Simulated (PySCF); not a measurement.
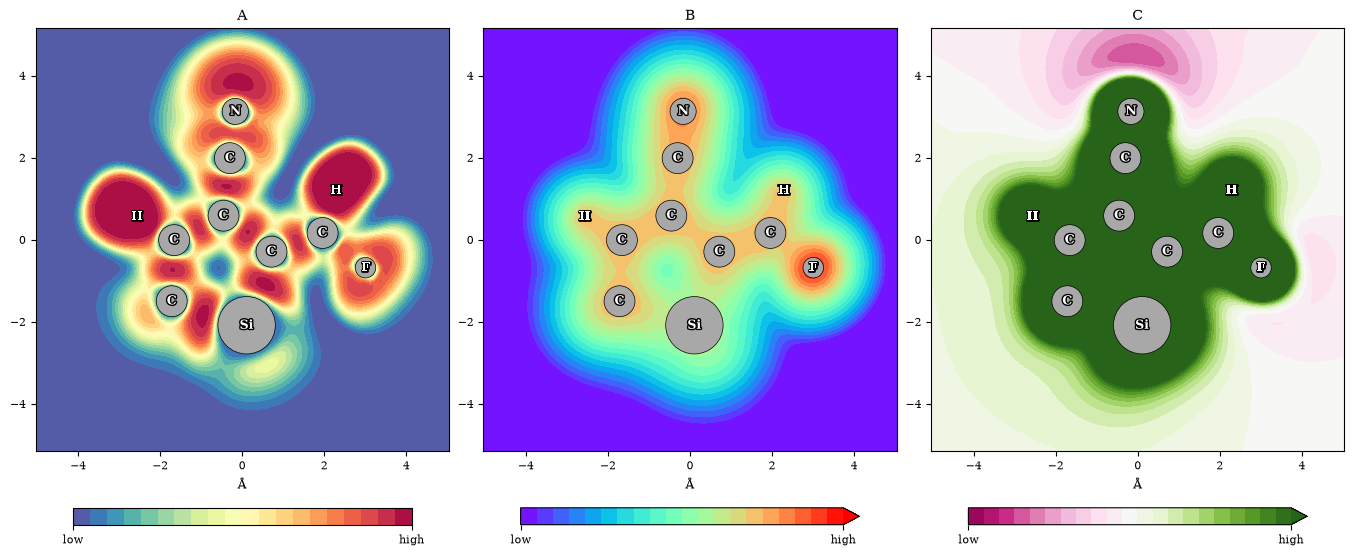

C6H6FNSi: 3 fields on the plane of atoms C3, C4 and H10, with unlabelled colour scales. Grey discs cover the atomic cores.

Geometry: GFN2-xTB.

Theory: PBE0/pcSseg-1, SCF density, gas phase, non-relativistic (PySCF).

> The panels show electron density, electron localisation function and electrostatic potential in some order. Assign them.

Panel A: electron localisation function. Panel B: electron density. Panel C: electrostatic potential (strongly positive close to the atoms, with negative regions outside electron-rich atoms). From the grid: C–N (1.15 Å): ρ at the midpoint is about 3.6 e/Å³; the ELF peaks at about 0.85 between the atoms; a multiple bond. C–C (1.33 Å): the density is about 2.3 e/Å³ at the midpoint; the ELF peaks at about 0.90 between the atoms; a short, multiple covalent bond.
